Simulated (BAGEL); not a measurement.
# BN2H5S (SMILES NB(N)S): PBE0/cc-pVDZ (density fitting with qzvpp-jkfit)

What is the energy change on altering one bond length of BN2H5S at PBE0/cc-pVDZ (density fitting with qzvpp-jkfit)? 

The calculation is run with BAGEL 1.2.2.

1 further run of the same task is left out (set aside as unsound or not needed).

## Step 1: The molecule

The species is BN2H5S (9 atoms), meant as a singlet with charge 0. As SMILES, `NB(N)S`. The shape is that of a PBE0-D4/def2-TZVP optimisation.

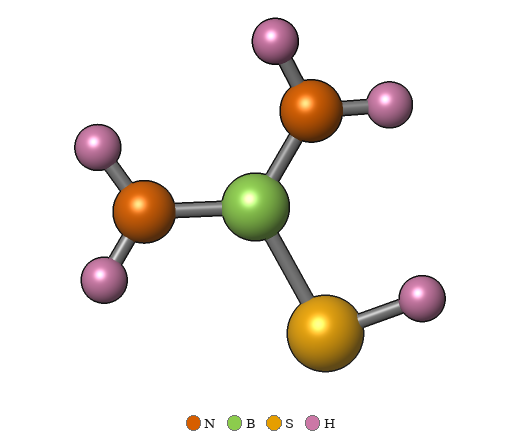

Viewed from a chosen angle; nitrogen orange, boron green, sulfur amber, hydrogen pink.

## Step 2: A single-point energy at PBE0/cc-pVDZ (density fitting with qzvpp-jkfit)

File dft.json:

```json
{ "bagel": [

{
  "title": "molecule",
  "basis": "cc-pvdz.json",
  "df_basis": "qzvpp-jkfit",
  "angstrom": true,
  "geometry": [
    { "atom": "N", "xyz": [       0.043100,       1.056300,      -0.636400 ] },
    { "atom": "B", "xyz": [      -0.027600,      -0.118300,       0.142200 ] },
    { "atom": "N", "xyz": [       0.800700,      -1.234400,      -0.099000 ] },
    { "atom": "S", "xyz": [      -1.208800,      -0.262900,       1.551400 ] },
    { "atom": "H", "xyz": [       0.653400,       1.149100,      -1.428800 ] },
    { "atom": "H", "xyz": [      -0.454000,       1.896300,      -0.409300 ] },
    { "atom": "H", "xyz": [       0.697300,      -2.103500,       0.390600 ] },
    { "atom": "H", "xyz": [       1.543400,      -1.234200,      -0.774400 ] },
    { "atom": "H", "xyz": [      -1.958900,       0.805200,       1.246300 ] }
  ]
},

{ "title": "ks", "xc_func": "pbe0" },

{ "title": "print", "file": "orbitals.molden", "orbitals": true }

]}
```

The basis set cc-pVDZ is read from a file made from the Basis Set Exchange's data (not shown).

On the command line:

```bash
$ BAGEL_NUM_THREADS=1 BAGEL dft.json > dft.out
```

Log:

```text
* using 1 threads per process

  ===============================================================
  ===============================================================

  *** Geometry ***

  { "atom" : "N", "xyz" : [      0.081447,      1.996118,     -1.202622 ] },
  { "atom" : "B", "xyz" : [     -0.052156,     -0.223555,      0.268719 ] },
  { "atom" : "N", "xyz" : [      1.513104,     -2.332678,     -0.187083 ] },
  { "atom" : "S", "xyz" : [     -2.284301,     -0.496809,      2.931721 ] },
  { "atom" : "H", "xyz" : [      1.234747,      2.171484,     -2.700041 ] },
  { "atom" : "H", "xyz" : [     -0.857936,      3.583488,     -0.773465 ] },
  { "atom" : "H", "xyz" : [      1.317706,     -3.975039,      0.738127 ] },
  { "atom" : "H", "xyz" : [      2.916603,     -2.332300,     -1.463404 ] },
  { "atom" : "H", "xyz" : [     -3.701785,      1.521607,      2.355166 ] },

  Number of auxiliary basis functions:      447

  Since a DF basis is specified, we compute 2- and 3-index integrals:
    o Being stored without compression. Storage requirement is 0.026 GB

  Number of basis functions:       85
  Number of electrons      :       40

    * METHOD: MOLECULE                             0.22

  *** Kohn-Sham DFT ***

    * Removing 16573 points whose weight is below 1.00e-10
    * Grid points: 117581

  === Nuclear Repulsion ===
   148.3546575523

       - DIIS with orbital gradients will be used.

  === KS iteration (pbe0 / cc-pvdz.json) ===
      0       -513.80303730          0.09871206           0.40
      1       -512.50618401          0.14728945           0.38
      2       -500.63815215          0.17987505           0.38
      3       -521.88897921          0.11547429           0.39
      4       -530.81462372          0.08277874           0.39
      5       -535.31460323          0.01023992           0.39
      6       -535.33991799          0.00742454           0.39
      7       -535.37428047          0.00186398           0.39
      8       -535.37537930          0.00101329           0.38
      9       -535.37586039          0.00039249           0.38
     10       -535.37592890          0.00014348           0.38
     11       -535.37594005          0.00001762           0.38
     12       -535.37594020          0.00000395           0.38
     13       -535.37594021          0.00000119           0.39
     14       -535.37594021          0.00000069           0.38
     15       -535.37594021          0.00000009           0.38
     16       -535.37594021          0.00000002           0.39
     17       -535.37594021          0.00000001           0.39
    * SCF iteration converged.

    * Permanent dipole moment:
           (   -0.528604,    -0.334571,     0.847291) a.u.

    * METHOD: KS                                   7.70

    * METHOD: PRINT                                0.02

  ===============================================================
```

Run time: 8.1 s. Hardware: 1 thread of Arm Neoverse V1, shared host; peak memory 0.46 GiB.

## Step 3: The distorted shape, same level

File job.json:

```json
{ "bagel" : [

{
  "title" : "molecule",
  "basis" : "cc-pvdz.json",
  "df_basis" : "qzvpp-jkfit",
  "angstrom" : "true",
  "geometry" : [
    { "atom" : "N", "xyz" : [       0.078451,       1.643609,      -1.025706 ] },
    { "atom" : "B", "xyz" : [      -0.027600,      -0.118300,       0.142200 ] },
    { "atom" : "N", "xyz" : [       0.800700,      -1.234400,      -0.099000 ] },
    { "atom" : "S", "xyz" : [      -1.208800,      -0.262900,       1.551400 ] },
    { "atom" : "H", "xyz" : [       0.688751,       1.736409,      -1.818106 ] },
    { "atom" : "H", "xyz" : [      -0.418649,       2.483609,      -0.798606 ] },
    { "atom" : "H", "xyz" : [       0.697300,      -2.103500,       0.390600 ] },
    { "atom" : "H", "xyz" : [       1.543400,      -1.234200,      -0.774400 ] },
    { "atom" : "H", "xyz" : [      -1.958900,       0.805200,       1.246300 ] }
  ]
},

{ "title" : "ks", "xc_func" : "pbe0", "charge" : 0 },

{ "title" : "print", "file" : "orbitals.molden", "orbitals" : "true" }

]}
```

The basis set cc-pVDZ is read from a file made from the Basis Set Exchange's data (not shown).

On the command line:

```bash
$ BAGEL_NUM_THREADS=1 BAGEL job.json > job.out
```

Log:

```text
* using 1 threads per process

  ===============================================================
  ===============================================================

  *** Geometry ***

  { "atom" : "N", "xyz" : [      0.148251,      3.105971,     -1.938303 ] },
  { "atom" : "B", "xyz" : [     -0.052156,     -0.223555,      0.268719 ] },
  { "atom" : "N", "xyz" : [      1.513104,     -2.332678,     -0.187083 ] },
  { "atom" : "S", "xyz" : [     -2.284301,     -0.496809,      2.931721 ] },
  { "atom" : "H", "xyz" : [      1.301551,      3.281337,     -3.435722 ] },
  { "atom" : "H", "xyz" : [     -0.791132,      4.693341,     -1.509147 ] },
  { "atom" : "H", "xyz" : [      1.317706,     -3.975039,      0.738127 ] },
  { "atom" : "H", "xyz" : [      2.916603,     -2.332300,     -1.463404 ] },
  { "atom" : "H", "xyz" : [     -3.701785,      1.521607,      2.355166 ] },

  Number of auxiliary basis functions:      447

  Since a DF basis is specified, we compute 2- and 3-index integrals:
    o Being stored without compression. Storage requirement is 0.026 GB

  Number of basis functions:       85
  Number of electrons      :       40

    * METHOD: MOLECULE                             0.21

  *** Kohn-Sham DFT ***

    * Removing 15378 points whose weight is below 1.00e-10
    * Grid points: 118776

  === Nuclear Repulsion ===
   135.6088003375

       - DIIS with orbital gradients will be used.

  === KS iteration (pbe0 / cc-pvdz.json) ===
      0       -494.82113520          0.08501177           0.39
      1       -436.46805236          0.15372657           0.38
      2       -498.29952442          0.11720408           0.38
      3       -524.64482358          0.12582112           0.38
      4       -525.38918834          0.09044387           0.38
      5       -534.57479444          0.03648391           0.38
      6       -535.04141061          0.01722124           0.38
      7       -535.06217952          0.01759444           0.38
      8       -535.20046646          0.00960238           0.38
      9       -535.24992873          0.00122967           0.37
     10       -535.25068025          0.00051219           0.37
     11       -535.25081840          0.00016090           0.37
     12       -535.25083172          0.00004007           0.39
     13       -535.25083272          0.00001422           0.38
     14       -535.25083289          0.00000317           0.38
     15       -535.25083289          0.00000171           0.39
     16       -535.25083289          0.00000073           0.39
     17       -535.25083289          0.00000046           0.39
     18       -535.25083289          0.00000012           0.39
     19       -535.25083289          0.00000007           0.39
     20       -535.25083289          0.00000002           0.39
     21       -535.25083289          0.00000001           0.39
    * SCF iteration converged.

    * Permanent dipole moment:
           (   -0.393073,     0.581546,     0.168141) a.u.

    * METHOD: KS                                   9.18

    * METHOD: PRINT                                0.02

  ===============================================================
```

Wall time 9.6 s (1 thread of Arm Neoverse V1, shared host); peak memory 0.46 GiB.

## Step 4: Results

At PBE0/cc-pVDZ (density fitting with qzvpp-jkfit):

| quantity | value |
| --- | --- |
| first shape: total energy | -535.37594 Eh |
| first shape: dipole moment | 2.68 D |
| first shape: HOMO energy | -6.58 eV |
| first shape: LUMO energy | 1.12 eV |
| first shape: HOMO–LUMO gap | 7.69 eV |
| distorted shape: total energy | -535.25083 Eh |
| distorted shape: dipole moment | 1.83 D |
| distorted shape: HOMO energy | -5.39 eV |
| distorted shape: LUMO energy | 0.10 eV |
| distorted shape: HOMO–LUMO gap | 5.48 eV |
| energy change with the N1–B2 bond stretched from 1.411 to 2.117 Å | 3.404 eV |

**Reading.** With the N1–B2 bond stretched from 1.411 to 2.117 Å the energy rises by 3.40 eV (79 kcal/mol). The first shape isn't relaxed at this level, so the change isn't measured from a minimum.
